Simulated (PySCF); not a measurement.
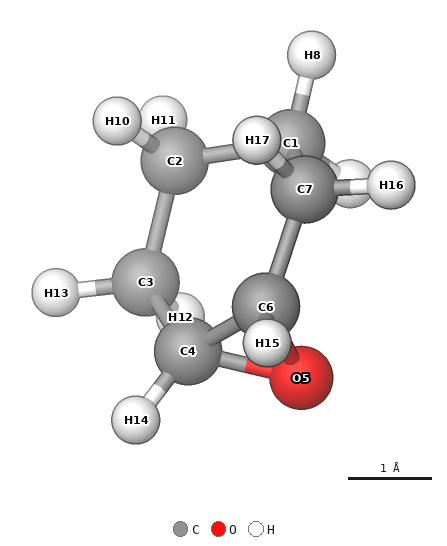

Figure 1. The structure (ball-and-stick view, seen at a tilt; atoms are numbered from 1 in the order of the input). Bond lengths as drawn: C–C 1.47 to 1.53 Å, C–H 1.10 Å and C–O 1.41 to 1.42 Å.

**Two runs on C₆H₁₀O**

System: C₆H₁₀O.
Method of the first run: GIAO PBE0/pcSseg-1 NMR shielding, non-relativistic, IEF-PCM water (PySCF 2.14.0).

The geometry comes from this level: PBE0-D3(BJ)/def2-SVP. Text and figures count atoms from 1; the logs count them from 0 in places.

**Input, the first run**
```
{"job": {"kind": "nmr", "xc": "PBE0", "basis": "pcSseg-1", "solvent": "water", "pop": false}, "charge": 0, "multiplicity": 1}
C     -0.837208    -1.167669    -0.238073
C      0.582822    -1.253393     0.308471
C      1.466599    -0.108808    -0.186862
C      0.757735     1.226631    -0.217367
O     -0.126423     1.435025    -1.307022
C     -0.695687     1.330431    -0.019735
C     -1.527288     0.103631     0.245456
H     -1.421048    -2.047659     0.073458
H     -0.814025    -1.171405    -1.340288
H      0.536430    -1.226322     1.411935
H      1.042294    -2.218706     0.043693
H      1.819342    -0.313041    -1.212239
H      2.368632    -0.026991     0.440019
H      1.372848     2.105577     0.021809
H     -1.099138     2.274240     0.375954
H     -2.511823     0.224093    -0.237151
H     -1.715387     0.044983     1.332206
```

The first line tells a small driver script what to run in PySCF; the rest is the geometry in Å.

Hardware: 1 CPU thread, shared host.

**Output (the first run)**
```
coarse grid: 13808 points
cycle   1  E = -309.3359042332  dE =  1.016e+00  |g| = 5.830e-01  |ddm| = 3.623e+00
cycle   2  E = -309.2704598721  dE =  6.544e-02  |g| = 8.477e-01  |ddm| = 1.063e+00
cycle   3  E = -309.4048190422  dE = -1.344e-01  |g| = 8.410e-02  |ddm| = 6.762e-01
cycle   4  E = -309.4059909948  dE = -1.172e-03  |g| = 3.749e-02  |ddm| = 8.352e-02
cycle   5  E = -309.4063105664  dE = -3.196e-04  |g| = 5.136e-03  |ddm| = 3.410e-02
cycle   6  E = -309.4063159333  dE = -5.367e-06  |g| = 8.666e-04  |ddm| = 5.868e-03
final grid: 132176 points
cycle   7  E = -309.4599439991  dE = -3.755e-05  |g| = 1.185e-02  |ddm| = 3.528e-02
cycle   8  E = -309.4599097705  dE =  3.423e-05  |g| = 1.802e-02  |ddm| = 2.141e-02
cycle   9  E = -309.4599730469  dE = -6.328e-05  |g| = 1.459e-03  |ddm| = 1.268e-02
cycle  10  E = -309.4599734827  dE = -4.358e-07  |g| = 2.138e-04  |ddm| = 1.229e-03
cycle  11  E = -309.4599734920  dE = -9.365e-09  |g| = 4.087e-05  |ddm| = 2.451e-04
cycle  12  E = -309.4599734924  dE = -3.441e-10  |g| = 1.056e-05  |ddm| = 5.158e-05
converged SCF energy = -309.4599734924

GIAO shielding tensors (ppm)
atom      isotropic    diamagn.    paramagn.     s11        s22        s33       span
  0 C      164.461     246.434     -81.974    157.728    162.520    173.135     15.407
  1 C      161.864     245.331     -83.467    156.093    163.748    165.750      9.657
  2 C      158.326     244.208     -85.882    148.731    157.242    169.003     20.272
  3 C      135.014     250.161    -115.147     81.613    148.167    175.263     93.650
  4 O      302.432     400.397     -97.965    144.675    362.295    400.325    255.650
  5 C      133.358     249.717    -116.359     81.579    146.648    171.847     90.267
  6 C      156.949     245.621     -88.672    148.100    156.482    166.265     18.165
  7 H       30.061      28.942       1.119     24.614     27.834     37.735     13.121
  8 H       30.041      30.078      -0.037     26.558     28.070     35.495      8.937
  9 H       30.215      29.774       0.442     25.980     28.244     36.421     10.441
 10 H       29.934      28.782       1.152     24.910     27.635     37.256     12.346
 11 H       29.586      28.618       0.968     25.101     28.091     35.567     10.466
 12 H       29.397      28.749       0.648     24.626     27.412     36.153     11.526
 13 H       28.385      29.574      -1.190     21.248     26.351     37.555     16.307
 14 H       28.317      29.533      -1.215     21.546     25.987     37.418     15.872
 15 H       29.264      28.493       0.770     24.883     26.959     35.949     11.066
 16 H       29.700      29.468       0.232     25.801     27.241     36.057     10.256
```

For the second run the input was changed thus:
```diff
-"solvent": "water"
-"pop": false
+"solvent": "chloroform"
+"pop": true
```

Predict how the results change.

The total energy of the second run is 1.0 kcal/mol higher: the change of the electrostatic solvation energy at this fixed geometry, without cavity or dispersion terms. The LUMO goes from 1.60 to 1.54 eV. The dipole moment goes from 2.57 to 2.34 D. Of all shieldings, the largest change is that of O5, by −2.9 ppm. The number of SCF iterations is the same.

**Output (the second run)**
```
coarse grid: 13808 points
cycle   1  E = -309.3322635665  dE =  1.019e+00  |g| = 5.888e-01  |ddm| = 3.623e+00
cycle   2  E = -309.2591278910  dE =  7.314e-02  |g| = 8.745e-01  |ddm| = 1.124e+00
cycle   3  E = -309.4030231521  dE = -1.439e-01  |g| = 8.774e-02  |ddm| = 7.250e-01
cycle   4  E = -309.4043019289  dE = -1.279e-03  |g| = 3.943e-02  |ddm| = 8.860e-02
cycle   5  E = -309.4046551972  dE = -3.533e-04  |g| = 5.440e-03  |ddm| = 3.656e-02
cycle   6  E = -309.4046611466  dE = -5.949e-06  |g| = 9.535e-04  |ddm| = 6.415e-03
final grid: 132176 points
cycle   7  E = -309.4582958741  dE = -3.730e-05  |g| = 1.192e-02  |ddm| = 3.518e-02
cycle   8  E = -309.4582597196  dE =  3.615e-05  |g| = 1.831e-02  |ddm| = 2.181e-02
cycle   9  E = -309.4583251950  dE = -6.548e-05  |g| = 1.521e-03  |ddm| = 1.311e-02
cycle  10  E = -309.4583256690  dE = -4.740e-07  |g| = 2.248e-04  |ddm| = 1.310e-03
cycle  11  E = -309.4583256793  dE = -1.032e-08  |g| = 4.205e-05  |ddm| = 2.626e-04
cycle  12  E = -309.4583256797  dE = -3.661e-10  |g| = 1.023e-05  |ddm| = 5.401e-05
converged SCF energy = -309.4583256797

GIAO shielding tensors (ppm)
atom      isotropic    diamagn.    paramagn.     s11        s22        s33       span
  0 C      164.462     246.295     -81.833    157.523    162.850    173.012     15.489
  1 C      161.620     245.320     -83.700    155.789    163.505    165.567      9.778
  2 C      158.265     244.176     -85.911    148.735    157.051    169.009     20.274
  3 C      135.177     250.116    -114.940     82.075    148.029    175.426     93.351
  4 O      299.524     399.778    -100.254    140.091    360.043    398.438    258.347
  5 C      133.512     249.652    -116.140     82.010    146.575    171.952     89.942
  6 C      156.688     245.683     -88.995    147.728    156.329    166.008     18.280
  7 H       30.112      28.970       1.142     24.659     27.902     37.775     13.116
  8 H       29.954      29.952       0.002     26.465     27.971     35.427      8.962
  9 H       30.267      29.825       0.442     26.040     28.321     36.440     10.400
 10 H       29.943      28.800       1.144     24.936     27.652     37.242     12.305
 11 H       29.543      28.569       0.974     25.074     28.034     35.522     10.448
 12 H       29.478      28.830       0.648     24.721     27.516     36.196     11.475
 13 H       28.467      29.602      -1.135     21.317     26.453     37.630     16.313
 14 H       28.397      29.565      -1.168     21.619     26.087     37.483     15.865
 15 H       29.261      28.495       0.766     24.899     26.957     35.928     11.028
 16 H       29.784      29.572       0.212     25.899     27.357     36.095     10.196
```

**The two runs side by side**

| quantity | the first run | the second run |
| --- | --- | --- |
| outcome | converged | converged |
| total energy (hartree) | −309.459973 | −309.458326 |
| HOMO (eV) | −7.70 | −7.65 |
| LUMO (eV) | 1.60 | 1.54 |
| dipole moment (D) | 2.57 | 2.34 |
| shielding of C2 (ppm) | 161.9 | 161.6 |
| shielding of C4 (ppm) | 135.0 | 135.2 |
| shielding of O5 (ppm) | 302.4 | 299.5 |
| shielding of C6 (ppm) | 133.4 | 133.5 |
| shielding of C7 (ppm) | 156.9 | 156.7 |
| shielding of H9 (ppm) | 30.0 | 30.0 |
| shielding of H17 (ppm) | 29.7 | 29.8 |
| SCF iterations | 12 | 12 |
| basis functions | 169 | 169 |
| wall time (shared host) | 18 s | 20 s |
